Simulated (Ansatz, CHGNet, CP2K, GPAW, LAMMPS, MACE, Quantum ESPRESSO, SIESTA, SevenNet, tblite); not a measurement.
# Running glassy 74TiO2-26ZrO2 (mol %) (105 atoms) with CP2K

Aim: run glassy 74TiO2-26ZrO2 (mol %) (105 atoms) in CP2K and see how near its forces come to a plane-wave reference, and at what cost.

Main program and level: CP2K 2026.2; the method is named at each step.

## 1. The starting structure

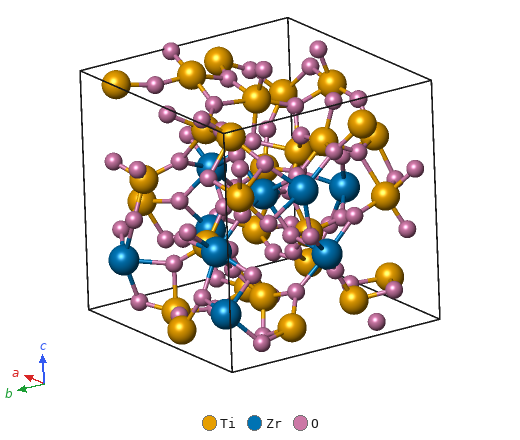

The cell as given, from a free direction (titanium orange, zirconium blue, oxygen pink). Bonds to atoms that aren't drawn are left out. Some periodic images of atoms are drawn too.

The cell holds 105 atoms: 26 Ti, 9 Zr and 70 O. Its edges and angles: a = 11.023 Å, b = 11.023 Å, c = 11.023 Å, α = 90.0°, β = 90.0°, γ = 90.0°. 105 atoms (26 Ti, 9 Zr, 70 O) placed at random at 3.98 g/cm³, melted at 4000 K for 10 ps at fixed volume with the Morse and Coulomb pair potential with partial charges (Pedone, Malavasi, Menziani, Cormack and Segre, J. Phys. Chem. B 110, 11780 (2006)). Quenched from 4000 K to 300 K at 50 K/ps and fixed volume, held 10 ps at zero pressure, then minimised at fixed cell.

The yardstick, on the same geometry:

```
method                                           : Kohn-Sham DFT, PBE, PAW, plane waves (Ansatz 0.2.0); cutoff 420 eV, Γ point, fermi-dirac smearing of 0.05 eV; PAW set soft_2
r.m.s. force component                           : 0.5982 eV/Å
longest force                                    : 2.524 eV/Å
pressure                                         : 1.119 GPa
gap (highest filled to lowest empty level) : 2.452 eV
SCF cycles                                       : 12
time                                             : 47 s on 4 threads of Arm Neoverse V1, shared host
CPU time                                         : 3 min
```

## 2. PBE, DZVP-MOLOPT-SR, 800/50 Ry, diagonalisation

Method: Kohn-Sham DFT, PBE, GTH-PBE pseudopotentials, Gaussian and plane waves, DZVP-MOLOPT-SR-GTH, diagonalisation.

input.inp

```
&GLOBAL
  PROJECT cell
  RUN_TYPE ENERGY_FORCE
  PRINT_LEVEL LOW
&END GLOBAL
&FORCE_EVAL
  METHOD QS
  STRESS_TENSOR ANALYTICAL
  &DFT
    BASIS_SET_FILE_NAME BASIS_MOLOPT
    POTENTIAL_FILE_NAME GTH_POTENTIALS
    &MGRID
      CUTOFF 800
      REL_CUTOFF 50
      NGRIDS 5
    &END MGRID
    &QS
      EPS_DEFAULT 1.0E-12
    &END QS
    &SCF
      SCF_GUESS ATOMIC
      EPS_SCF 5.0E-06
      MAX_SCF 200
      ADDED_MOS 14
      &DIAGONALIZATION
        ALGORITHM STANDARD
      &END DIAGONALIZATION
      &SMEAR ON
        METHOD FERMI_DIRAC
        ELECTRONIC_TEMPERATURE [K] 580
      &END SMEAR
      &MIXING
        METHOD BROYDEN_MIXING
        ALPHA 0.3
        NBROYDEN 12
      &END MIXING
      &PRINT
        &RESTART OFF
        &END RESTART
      &END PRINT
    &END SCF
    &XC
      &XC_FUNCTIONAL PBE
      &END XC_FUNCTIONAL
    &END XC
    &PRINT
      &MULLIKEN ON
      &END MULLIKEN
      &HIRSHFELD ON
        SHAPE_FUNCTION DENSITY
      &END HIRSHFELD
      &MO ON
        EIGENVALUES T
        OCCUPATION_NUMBERS T
        MO_INDEX_RANGE 409 432
        &EACH
          QS_SCF 0
        &END EACH
        ADD_LAST NUMERIC
      &END MO
    &END PRINT
  &END DFT
  &SUBSYS
    &CELL
      A 11.02260 0.00000 0.00000
      B 0.00000 11.02260 0.00000
      C 0.00000 0.00000 11.02260
    &END CELL
    &COORD
      Ti 6.11346 7.98213 3.61365
      Ti 3.83090 11.00518 0.94034
      Ti 2.65457 2.68962 0.78018
      Ti 10.88372 8.10326 4.37917
      Ti 2.85673 8.70664 9.59506
      Ti 7.44863 4.20347 9.13597
      Ti 3.78141 0.54408 7.58190
      Ti 9.22371 6.37580 10.25741
      Ti 6.64872 2.29987 1.37099
      Ti 2.86257 3.84171 8.30773
      Ti 6.80436 0.63567 9.20211
      Ti 10.17981 0.95952 7.94994
      Ti 6.24926 7.74415 8.82822
      Ti 0.62410 7.36828 1.08385
      Ti 8.06050 9.86710 6.52637
      Ti 1.73507 1.45862 5.55087
      Ti 10.99780 3.73258 9.84417
      Ti 4.49447 3.71043 3.64451
      Ti 9.85476 9.93731 10.44557
      Ti 3.45327 6.90367 1.64380
      Ti 8.83803 2.97632 5.31499
      Ti 0.91157 9.68038 7.52237
      Ti 6.85870 9.23143 0.59412
      Ti 5.96301 3.08269 6.86895
      Ti 6.44227 5.66870 1.01419
      Ti 10.07355 2.67309 2.07280
      Zr 0.88258 10.64232 2.36776
      Zr 7.98554 6.32918 6.29699
      Zr 8.98121 5.84032 3.06627
      Zr 0.88798 6.34990 7.13658
      Zr 4.42646 6.07147 5.96598
      Zr 3.31461 9.38718 4.32152
      Zr 5.98825 0.73047 4.68835
      Zr 1.50293 4.79384 3.67901
      Zr 8.58209 10.71595 2.85992
      O 0.76662 0.49822 6.85198
      O 5.35599 9.74607 4.47253
      O 0.25870 9.23815 0.88302
      O 6.20727 6.95735 5.09200
      O 3.55181 5.26814 4.11694
      O 10.47863 7.19908 2.53343
      O 9.43612 8.17271 10.14443
      O 0.47772 8.51099 6.17817
      O 1.82435 1.12232 1.12486
      O 0.16358 10.11709 9.15240
      O 8.93723 0.31205 9.38563
      O 2.69029 3.59127 2.34848
      O 7.37588 4.52720 7.27866
      O 9.64191 10.36356 7.04895
      O 8.54351 5.90216 0.94001
      O 8.36560 2.99638 1.55364
      O 7.03815 2.46509 8.53634
      O 9.25976 4.42800 9.64676
      O 2.78982 5.35809 7.07419
      O 1.61823 3.21254 5.06268
      O 5.22868 4.14218 5.46578
[... 45 atom lines left out ...]
      O 9.46621 2.19184 3.86717
      O 6.90588 6.26932 2.77560
      O 2.46620 7.66159 0.28262
      O 5.36294 10.08116 1.00791
    &END COORD
    &KIND Ti
      BASIS_SET DZVP-MOLOPT-SR-GTH-q12
      POTENTIAL GTH-PBE-q12
    &END KIND
    &KIND Zr
      BASIS_SET DZVP-MOLOPT-SR-GTH-q12
      POTENTIAL GTH-PBE-q12
    &END KIND
    &KIND O
      BASIS_SET DZVP-MOLOPT-SR-GTH-q6
      POTENTIAL GTH-PBE-q6
    &END KIND
  &END SUBSYS
  &PRINT
    &FORCES ON
    &END FORCES
    &STRESS_TENSOR ON
    &END STRESS_TENSOR
  &END PRINT
&END FORCE_EVAL
```

Run with:

```console
> OMP_NUM_THREADS=2 cp2k.psmp -i input.inp > output.txt
```

Numbers of over 12 decimals in the logs are rounded to 6 here.

What it wrote:

```text
CP2K| version string:                                       CP2K version 2026.2
 CP2K| Input file name                                                 input.inp
 GLOBAL| Basis set file name                                        BASIS_MOLOPT
 GLOBAL| Potential file name                                      GTH_POTENTIALS
 GLOBAL| Run type                                                   ENERGY_FORCE
 GLOBAL| Total number of message passing processes                             1
 GLOBAL| Number of threads for this process                                    2
 TOTAL NUMBERS AND MAXIMUM NUMBERS
  Total number of            - Atomic kinds:                                   3
                             - Atoms:                                        105
                             - Shell sets:                                   105
                             - Shells:                                       630
                             - Primitive Cartesian functions:                569
                             - Cartesian basis functions:                   2065
                             - Spherical basis functions:                   1820
  Maximum angular momentum of- Orbital basis functions:                        3
                             - Local part of the GTH pseudopotential:          2
                             - Non-local part of the GTH pseudopotential:      4
 SCF PARAMETERS         Density guess:                                    ATOMIC
                        max_scf:                                             200
                        eps_scf:                                        5.00E-06
                        added MOs                                        14    0
                        Mixing method:                            BROYDEN_MIXING
                                                charge density mixing in g-space
                        Smear method:                                FERMI_DIRAC
                        Electronic temperature [K]:                        580.0
                        Electronic temperature [a.u.]:                  1.84E-03
                        Accuracy threshold:                             1.00E-10
 Extrapolation method: initial_guess
 Number of electrons:                                                        840
 Number of occupied orbitals:                                                420
 Number of molecular orbitals:                                               434
 Number of orbital functions:                                               1820
 Number of independent orbital functions:                                   1820
 SCF WAVEFUNCTION OPTIMIZATION
  Step     Update method      Time    Convergence         Total energy    Change
     1 NoMix/Diag. 0.30E+00   19.2     2.03447446     -3068.8460759796 -3.07E+03
     2 Broy./Diag. 0.30E+00   25.6     0.46995104     -2996.1857439024  7.27E+01
     3 Broy./Diag. 0.30E+00   26.7     0.10559948     -3061.2065777806 -6.50E+01
     4 Broy./Diag. 0.30E+00   28.2     0.05786686     -3066.2620859458 -5.06E+00
[...]
15 Broy./Diag. 0.30E+00   26.7     0.00000716     -3066.1032959796 -6.12E-04
    16 Broy./Diag. 0.30E+00   26.6     0.00000280     -3066.1036024379 -3.06E-04
  *** SCF run converged in    16 steps ***
  Electronic density on regular grids:       -839.9999999999        0.0000000001
  Core density on regular grids:              839.9999999997       -0.0000000003
  Total charge density on r-space grids:       -0.0000000003
  Total charge density g-space grids:          -0.0000000003
  Overlap energy of the core charge distribution:               1.255e-10
  Self energy of the core charge distribution:              -6464.071932
  Core Hamiltonian energy:                                   1703.483907
  Hartree energy:                                            2185.063355
  Exchange-correlation energy:                               -490.578932
  Electronic entropic energy:                                  -1.384e-11
  Fermi energy:                                                 0.233362
  Total energy:                                             -3066.103602
  Total energy (extrapolated to T->0):                      -3066.103602
 MO| EIGENVALUES AND OCCUPATION NUMBERS
 MO|
 MO|  Index      Eigenvalue [a.u.]        Eigenvalue [eV]             Occupation
 MO|    409               0.173265               4.714767               2.000000
 MO|    410               0.174403               4.745753               2.000000
 MO|    411               0.176448               4.801390               2.000000
[...]
MO|    431               0.290312               7.899779               0.000000
 MO|    432               0.292977               7.972298               0.000000
 MO| Sum:                                                             840.000000
 MO| E(Fermi):            0.233362 a.u.          6.350096 eV
 !-----------------------------------------------------------------------------!
                     Mulliken Population Analysis
 #  Atom  Element  Kind  Atomic population                           Net charge
       1     Ti       1         10.928101                              1.071899
       2     Ti       1         10.970578                              1.029422
       3     Ti       1         10.911815                              1.088185
[...]
104     O        3          6.637098                             -0.637098
     105     O        3          6.451422                             -0.451422
 # Total charge                            840.000000                  0.000000
 !-----------------------------------------------------------------------------!
 !-----------------------------------------------------------------------------!
                           Hirshfeld Charges
  #Atom  Element  Kind  Ref Charge     Population                    Net charge
      1       Ti     1      12.000         11.414                         0.586
      2       Ti     1      12.000         11.438                         0.562
      3       Ti     1      12.000         11.408                         0.592
[...]
104       O      3       6.000          6.304                        -0.304
    105       O      3       6.000          6.297                        -0.297
  Total Charge                                                            0.000
 !-----------------------------------------------------------------------------!
 ENERGY| Total FORCE_EVAL ( QS ) energy [hartree]          -3066.103620
 FORCES| Atomic forces [hartree/bohr]
 FORCES|   Atom     x               y               z               |f|
 FORCES|      1 -1.83184375E-02  1.10220415E-04 -6.26645821E-03   1.93609349E-02
 FORCES|      2 -1.34422668E-02  4.49753082E-03  1.15897151E-02   1.83096645E-02
 FORCES|      3 -3.34037317E-03 -2.82018702E-02  1.81808670E-02   3.37201350E-02
[...]
FORCES|    104  3.15253380E-04  7.06924367E-03 -1.10038913E-02   1.30827832E-02
 FORCES|    105  4.54782851E-03  4.16856496E-03  5.89596034E-03   8.53358227E-03
 FORCES| Sum    -2.02854016E-03  2.13408494E-03  9.58371679E-06
 FORCES| Total atomic force                                       2.94438204E-03
 STRESS| Analytical stress tensor [bar]
 STRESS|                        x                   y                   z
 STRESS|      x        2.62812415372E+04   5.33123334021E+03  -9.23087634282E+03
 STRESS|      y        5.33123334021E+03   5.97296553386E+02   8.00063938182E+03
 STRESS|      z       -9.23087634282E+03   8.00063938182E+03   1.03029312763E+04
 STRESS| 1/3 Trace                                             1.23938231223E+04
```

It took 8.8 min on 2 threads of Arm Neoverse V1, shared host; peak memory 6.1 GiB.

Banners, paths, timers and routine set-up lines are dropped from the logs unmarked, and long logs keep their key lines alone; longer cuts are marked.

Numbers from this run, and their distance from the reference:

```yaml
r_m_s_force_component: 0.6192 eV/Å
r_m_s_difference_of_force_components: 34.55 meV/Å
longest_difference_of_force_vectors: 147.8 meV/Å
force_difference_over_r_m_s_force: 5.775 %
slope_of_forces_against_the_reference_s: 1.034
correlation_of_force_components: 0.999
spacing_of_highest_filled_and_lowest_empty_level: 2.373 eV
gap_difference: -0.0781 eV
pressure: 1.239 GPa
pressure_difference: 0.1206 GPa
```

Length of the force difference by element (eV/Å):

```tsv
element	atoms	mean	most
O	70	0.057	0.15
Ti	26	0.052	0.099
Zr	9	0.058	0.10
```

Levels nearest the highest filled one (eV from it): -0.44, -0.41, -0.35, -0.30, -0.30, -0.26, -0.24, -0.19, -0.16, -0.07, -0.04, 0.00, 2.37, 2.47, 2.50, 2.55, 2.61, 2.64, 2.65, 2.67, 2.69, 2.73, 2.75, 2.82.

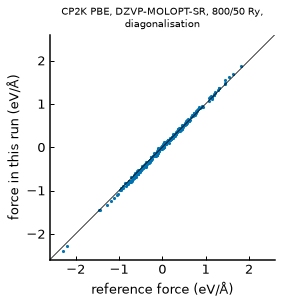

Force components against those of the reference; the line marks equality.

A closer look about Ti3, which has 4 bonded neighbours where the commonest count for Ti is 5: 9 atoms, nearest first, numbered in the order of the input, with positions taken from that point.

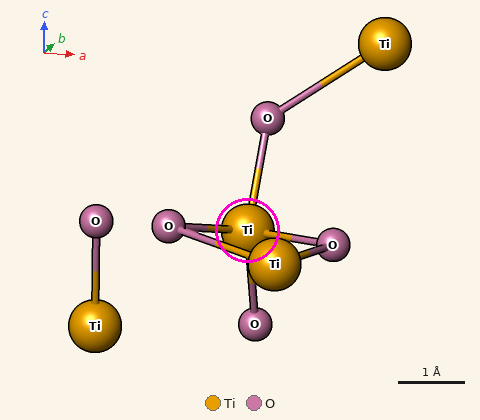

The atoms of the table, within 3.6 Å (arrows a, b, c point along x, y, z); some may hide others; the central atom is ringed.

```tsv
atom	x	y	z	distance (Å)	bonds	Hirshfeld charge (e)	Fx	Fy	Fz (eV/Å)
Ti3	0.00	0.00	0.00	0.00	4	0.59	-0.17	-1.45	0.93
O44	-0.83	-1.57	0.34	1.81	3	-0.31	-0.51	-0.60	-0.16
O85	-0.05	0.74	-1.65	1.81	2	-0.33	-0.14	0.83	-1.46
O47	0.04	0.90	1.57	1.81	3	-0.32	0.34	0.63	0.94
O63	1.62	-0.93	0.11	1.87	3	-0.30	1.13	1.20	-0.29
O80	-2.57	0.58	-0.20	2.64	2	-0.32	0.50	-0.15	0.51
Ti2	1.18	-2.71	0.16	2.96	5	0.56	-0.69	0.23	0.60
Ti17	-2.68	1.04	-1.96	3.48	4	0.60	0.29	-0.33	0.05
Ti18	1.84	1.02	2.86	3.55	5	0.58	0.32	-0.94	-0.32
```

Forces lie 5.8 % from the reference's, at 5.2 times its CPU time (on 2 against 4 cores).

(Part 1 of 2 ends here.)

[Also dropped from logs without a mark: logging warnings of Python, and SIESTA's first energy breakdown and zero terms.]

[Logs are printed without paths, hosts, clocks, repeated set-up lines and the standing remarks that a program may print on its own settings, such as how far it seeks lower states.]

[Hosts, paths, dates, database ids (printed as entryN), source tags and the programs' standing remarks are cut or masked in the printed files.]
